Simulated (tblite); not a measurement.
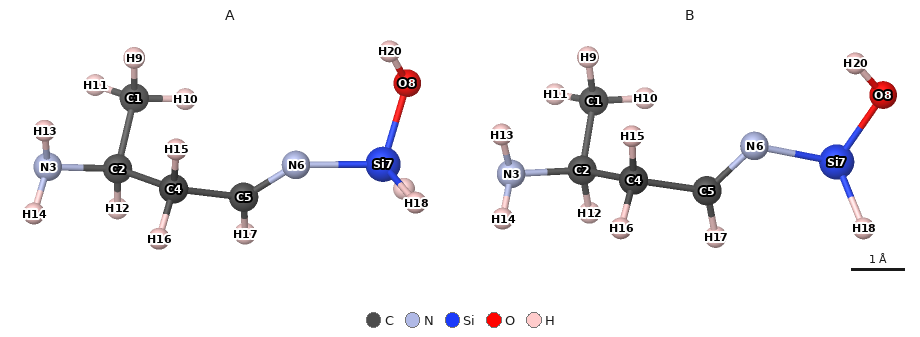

Two geometries of C4H12N2OSi, drawn at one scale. One is the start of a relaxation, the other its converged end. The picture is a ball-and-stick view, seen at a tilt.

All numbers below come from GFN2-xTB geometry optimisation, gas phase in tblite 0.8.0. 

> Which of the two is the end point?

Structure A is the relaxed one. The energy falls by 6.42 kcal/mol in 180 geometry steps. An H atom moves most after the best rigid fit: 0.88 Å. By element the largest moves are H 0.88 Å, O 0.58 Å, N 0.38 Å, C 0.25 Å, Si 0.19 Å. Near-neighbour distances that change, for instance: C–N 1.288 → 1.250 Å, O–Si 1.653 → 1.625 Å, C–C 1.515 → 1.491 Å, C–H 1.117 → 1.095 Å. Among the angles between lasting bonds that change: C–N–Si 116.1° → 134.7°, N–Si–H 109.2° → 119.1°, O–Si–H 111.7° → 101.9°. Groups turn about O–Si by about 45°, N–Si by about 40°. Cost: 1.1 s on 1 thread of Arm Neoverse V2, on a shared host.
